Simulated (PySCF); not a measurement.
## Geometry relaxation of C4H9O2S (charge −1)

- system: C4H9O2S, charge −1
- method: PBE0-D3(BJ)/ma-def2-SVP geometry optimisation, gas phase (PySCF 2.14.0)

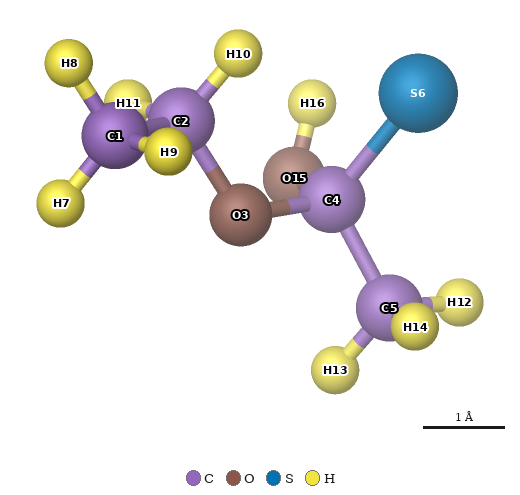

Fig. 1: The starting structure (ball-and-stick view, seen at a tilt; atoms are numbered from 1 in the order of the input). Bond lengths as drawn: C–C 1.52 to 1.53 Å, C–H 1.09 to 1.10 Å, C–O 1.41 to 1.43 Å, C–S 1.78 Å and H–O 0.97 Å.

### Results in brief

- outcome: converged
- total energy: −705.719782 hartree
- point group: C1
- hardware: 1 CPU thread, shared host
- wall time: 1.7 min
- peak memory: 0.83 GiB

### Input
```
{"job": {"xc": "PBE0", "basis": "ma-def2-SVP", "d3": "d3bj", "grid": 1, "kind": "geom"}, "charge": -1, "multiplicity": 1}
C     -2.207506     0.346655    -0.607502
C     -1.166116    -0.269786     0.314433
O      0.043105     0.435089     0.188254
C      1.194120    -0.294469     0.617033
C      2.379390     0.598366     0.253976
S      1.334783    -1.912612    -0.116156
H     -2.365864     1.391778    -0.347998
H     -3.148800    -0.192929    -0.518589
H     -1.858661     0.294089    -1.635534
H     -0.983245    -1.322341     0.039969
H     -1.517330    -0.235720     1.361058
H      3.296592     0.109016     0.570611
H      2.278687     1.561265     0.753073
H      2.393340     0.739834    -0.823002
O      1.145310    -0.423098     2.035700
H      0.980946    -1.363891     2.193943
```

The first line tells a small driver script what to run in PySCF; the rest is the geometry in Å.

Run as:
```bash
OMP_NUM_THREADS=1 python <driver script> task.json out
```

### Log
```
step   0  E = -705.71692626  max force = 0.016925
step   1  E = -705.71921761  max force = 0.004262
step   2  E = -705.71916842  max force = 0.004583
step   3  E = -705.71977189  max force = 0.000848
step   4  E = -705.71968355  max force = 0.002187
step   5  E = -705.71977448  max force = 0.000728
step   6  E = -705.71978185  max force = 0.000340
optimisation converged
```

### Trajectory as extended XYZ (Å, eV, eV/Å), 7 frames, from step=0 to step=6
```
16
Properties=species:S:1:pos:R:3:forces:R:3 step=0 energy=-19203.53570
C    -2.2075    0.3467   -0.6075    0.6488  -0.2167   0.5553
C    -1.1661   -0.2698    0.3144   -0.1264   0.4130  -0.2621
O     0.0431    0.4351    0.1883   -0.1862  -0.1936   0.1001
C     1.1941   -0.2945    0.6170    0.2796   0.2949   0.1123
C     2.3794    0.5984    0.2540   -0.5843  -0.3063   0.2391
S     1.3348   -1.9126   -0.1162    0.1857  -0.8703  -0.3547
H    -2.3659    1.3918   -0.3480   -0.1582   0.4737   0.0403
H    -3.1488   -0.1929   -0.5186   -0.4360  -0.1849   0.0058
H    -1.8587    0.2941   -1.6355    0.1029  -0.0204  -0.4824
H    -0.9832   -1.3223    0.0400   -0.0077  -0.0964   0.0237
H    -1.5173   -0.2357    1.3611   -0.0485  -0.0283   0.1498
H     3.2966    0.1090    0.5706    0.3178  -0.1517   0.1020
H     2.2787    1.5613    0.7531   -0.0237   0.4837   0.2212
H     2.3933    0.7398   -0.8230    0.0441   0.0799  -0.3936
O     1.1453   -0.4231    2.0357   -0.1136   0.2535   0.1663
H     0.9809   -1.3639    2.1939    0.1057   0.0698  -0.2233
16
Properties=species:S:1:pos:R:3:forces:R:3 step=1 energy=-19203.59805
C    -2.2340    0.4173   -0.5056   -0.0751  -0.0138  -0.1119
C    -1.1888   -0.2703    0.3415    0.0158  -0.0291   0.0418
O     0.0436    0.3483    0.1090   -0.0227  -0.0181   0.2192
C     1.1951   -0.3560    0.5512    0.0458   0.0351  -0.1020
C     2.3397    0.5890    0.2175    0.0817  -0.0213  -0.0446
S     1.3951   -2.0151   -0.1829    0.0381   0.0723   0.0094
H    -2.3505    1.4799   -0.2338    0.0286  -0.0204   0.0116
H    -3.2154   -0.0775   -0.3960    0.0440   0.0335   0.0130
H    -1.9393    0.3702   -1.5675   -0.0447   0.0040   0.0430
H    -1.1059   -1.3407    0.0743    0.0078  -0.0252  -0.0139
H    -1.4550   -0.2160    1.4174    0.0214   0.0025  -0.0403
H     3.2880    0.1369    0.5402   -0.0210   0.0124  -0.0137
H     2.1954    1.5550    0.7356   -0.0257  -0.0587  -0.0105
H     2.3759    0.7604   -0.8675    0.0145  -0.0040   0.0088
O     1.1184   -0.4935    1.9695    0.0177   0.0295  -0.0531
H     1.3321   -1.4314    2.0816   -0.1261   0.0014   0.0433
16
Properties=species:S:1:pos:R:3:forces:R:3 step=2 energy=-19203.59671
C    -2.1831    0.4491   -0.5732   -0.1964   0.0440  -0.1445
C    -1.1706   -0.2687    0.2875    0.0984  -0.0856   0.1012
O     0.0719    0.3446    0.1223    0.0645   0.0307  -0.1737
C     1.2176   -0.3736    0.5886   -0.2357  -0.0094   0.0526
C     2.3724    0.5599    0.2887    0.1915   0.1145  -0.0754
S     1.4160   -2.0398   -0.1372   -0.0889   0.2236   0.1131
H    -2.2719    1.5177   -0.3021    0.0512  -0.1183  -0.0034
H    -3.1827   -0.0149   -0.4667    0.1147   0.0576  -0.0053
H    -1.8900    0.3931   -1.6371   -0.0235   0.0085   0.1169
H    -1.0861   -1.3352   -0.0027   -0.0112   0.0301  -0.0136
H    -1.4801   -0.2389    1.3549    0.0146   0.0077  -0.0525
H     3.3112    0.1025    0.6357   -0.0783   0.0297  -0.0173
H     2.2170    1.5279    0.8054    0.0045  -0.1247  -0.0596
H     2.4394    0.7340   -0.7971   -0.0132  -0.0214   0.1150
O     1.0938   -0.4795    2.0022    0.0168  -0.0526  -0.0336
H     0.9190   -1.4212    2.1212    0.0909  -0.1345   0.0803
16
Properties=species:S:1:pos:R:3:forces:R:3 step=3 energy=-19203.61313
C    -2.2073    0.4351   -0.5542    0.0258  -0.0185   0.0172
C    -1.1792   -0.2769    0.2985   -0.0138   0.0156   0.0080
O     0.0527    0.3639    0.1431    0.0203  -0.0025  -0.0436
C     1.2015   -0.3528    0.5837    0.0194  -0.0208   0.0268
C     2.3614    0.5767    0.2639   -0.0334  -0.0037   0.0046
S     1.3954   -2.0048   -0.1551   -0.0128  -0.0114  -0.0093
H    -2.2929    1.4979   -0.2749    0.0033   0.0070   0.0058
H    -3.1983   -0.0342   -0.4389   -0.0141   0.0015   0.0028
H    -1.9213    0.3851   -1.6161    0.0009   0.0050  -0.0152
H    -1.0744   -1.3354   -0.0085    0.0066   0.0021   0.0002
H    -1.4868   -0.2658    1.3639   -0.0010  -0.0082   0.0076
H     3.2976    0.1156    0.6037    0.0025  -0.0031   0.0072
H     2.2141    1.5429    0.7769    0.0028   0.0138   0.0051
H     2.4158    0.7429   -0.8201    0.0012   0.0057  -0.0092
O     1.1111   -0.4866    2.0002   -0.0234   0.0044   0.0146
H     1.1055   -1.4467    2.1208    0.0157   0.0130  -0.0227
16
Properties=species:S:1:pos:R:3:forces:R:3 step=4 energy=-19203.61073
C    -2.2085    0.4643   -0.5417    0.0267  -0.0207  -0.0159
C    -1.1697   -0.2690    0.2779   -0.0222   0.0158  -0.0460
O     0.0706    0.3429    0.0737   -0.0457   0.0187   0.1124
C     1.1983   -0.3693    0.5692    0.0486  -0.0088  -0.0417
C     2.3718    0.5531    0.2803   -0.0284  -0.0101  -0.0086
S     1.4030   -2.0289   -0.1495    0.0158  -0.0320   0.0103
H    -2.2739    1.5248   -0.2499    0.0037   0.0162   0.0083
H    -3.2027    0.0066   -0.4104   -0.0136  -0.0011   0.0077
H    -1.9452    0.4224   -1.6099   -0.0144   0.0062  -0.0160
H    -1.0985   -1.3306   -0.0278   -0.0067  -0.0058   0.0023
H    -1.4381   -0.2485    1.3532    0.0078   0.0002  -0.0050
H     3.2982    0.0843    0.6356    0.0080  -0.0088   0.0092
H     2.2211    1.5178    0.7951   -0.0036   0.0120   0.0052
H     2.4475    0.7252   -0.8015    0.0135   0.0031  -0.0106
O     1.0548   -0.4892    1.9822    0.0117   0.0183  -0.0126
H     1.0641   -1.4486    2.1080   -0.0010  -0.0031   0.0009
16
Properties=species:S:1:pos:R:3:forces:R:3 step=5 energy=-19203.61321
C    -2.2090    0.4484   -0.5450    0.0122  -0.0107  -0.0093
C    -1.1740   -0.2748    0.2882   -0.0110   0.0124  -0.0122
O     0.0614    0.3536    0.1077   -0.0224   0.0010   0.0374
C     1.2002   -0.3609    0.5748    0.0226   0.0036  -0.0129
C     2.3650    0.5677    0.2720   -0.0109  -0.0077  -0.0043
S     1.4001   -2.0158   -0.1564    0.0100  -0.0145   0.0032
H    -2.2814    1.5105   -0.2593    0.0027   0.0071   0.0056
H    -3.2025   -0.0127   -0.4183   -0.0061   0.0005   0.0044
H    -1.9381    0.4020   -1.6114   -0.0075   0.0050  -0.0077
H    -1.0842   -1.3343   -0.0201   -0.0042  -0.0024  -0.0005
H    -1.4606   -0.2616    1.3593    0.0063  -0.0016  -0.0019
H     3.2968    0.1055    0.6227    0.0038  -0.0040   0.0039
H     2.2128    1.5336    0.7845   -0.0021   0.0044   0.0035
H     2.4327    0.7360   -0.8111    0.0065   0.0025  -0.0047
O     1.0826   -0.4900    1.9896   -0.0023   0.0080  -0.0079
H     1.0928   -1.4501    2.1093    0.0025  -0.0036   0.0033
16
Properties=species:S:1:pos:R:3:forces:R:3 step=6 energy=-19203.61341
C    -2.2087    0.4595   -0.5396   -0.0152  -0.0014  -0.0140
C    -1.1767   -0.2776    0.2846    0.0083   0.0004   0.0076
O     0.0596    0.3517    0.1152   -0.0033  -0.0061   0.0004
C     1.2001   -0.3658    0.5744   -0.0135   0.0146  -0.0024
C     2.3631    0.5638    0.2696    0.0175   0.0024  -0.0033
S     1.3982   -2.0208   -0.1586    0.0034   0.0082   0.0033
H    -2.2722    1.5200   -0.2445    0.0038  -0.0052   0.0037
H    -3.2057    0.0051   -0.4120    0.0067   0.0046  -0.0001
H    -1.9439    0.4206   -1.6082   -0.0033   0.0036   0.0064
H    -1.0883   -1.3333   -0.0370   -0.0032  -0.0003  -0.0027
H    -1.4643   -0.2788    1.3556    0.0013  -0.0002  -0.0039
H     3.2953    0.1031    0.6222   -0.0037   0.0023  -0.0022
H     2.2095    1.5305    0.7812   -0.0003  -0.0085  -0.0028
H     2.4326    0.7315   -0.8139    0.0001  -0.0025   0.0048
O     1.0867   -0.4963    1.9896    0.0061  -0.0066  -0.0059
H     1.1095   -1.4563    2.1079   -0.0046  -0.0053   0.0112
```

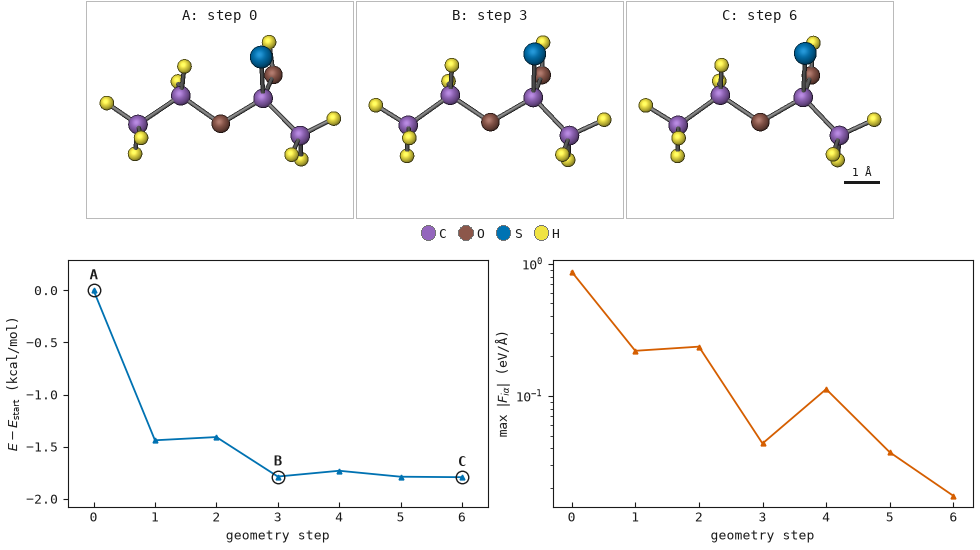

Fig. 2: Frames of the relaxation (ball-and-stick view, seen at a tilt) above the curves, on which the letters mark them (steps are counted from 0).

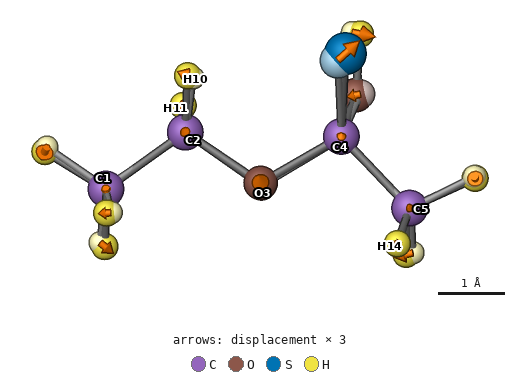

Fig. 3: Start (faint) and end (solid) with the displacements as orange arrows, magnified 3 times (ball-and-stick view, seen at a tilt). The two geometries are laid on each other by the best rigid fit. The energy falls by 1.79 kcal/mol in 6 geometry steps. The largest force component goes from 0.87 to 0.018 eV/Å. S6 moves most after the best rigid fit: 0.16 Å. Largest moves by element: S 0.16 Å, H 0.13 Å, O 0.13 Å, C 0.05 Å. Among the contacts that change: C4–S6 1.782 → 1.821 Å, C1–H7 1.088 → 1.103 Å, C1–C2 1.521 → 1.513 Å, C4–C5 1.528 → 1.520 Å. Among the angles that change: C4–O15–H16 104.8° → 102.1°, C2–O3–C4 114.2° → 116.3°. (Atoms are counted from 1 in the order of the input.)
